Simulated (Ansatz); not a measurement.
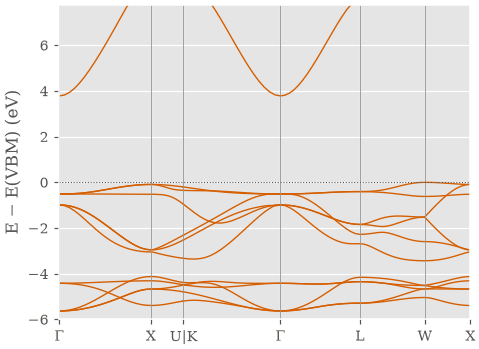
Figure. Band structure from r²SCAN in the plane-wave PAW code Ansatz

Q: Read off the gap and where the band edges lie.

A: About 3.8 eV (3.78 eV by a search for the band edges); maximum at W, minimum at Γ.

Q: Which of these materials gives this?
A. ZnSe, zinc blende
B. CsCl, rock salt
C. CdF2, fluorite
D. C, diamond

A: C, CdF2, fluorite

Space group Fm-3m (fluorite). Symmetry was held in the r²SCAN relaxation. Spin–orbit coupling is left out wherever it is not named.

Potentials: the earlier of the program's two PAW sets. The files were generated under PBE; for other functionals the program regenerates the frozen cores, and for LDA and PBEsol the local potential too.
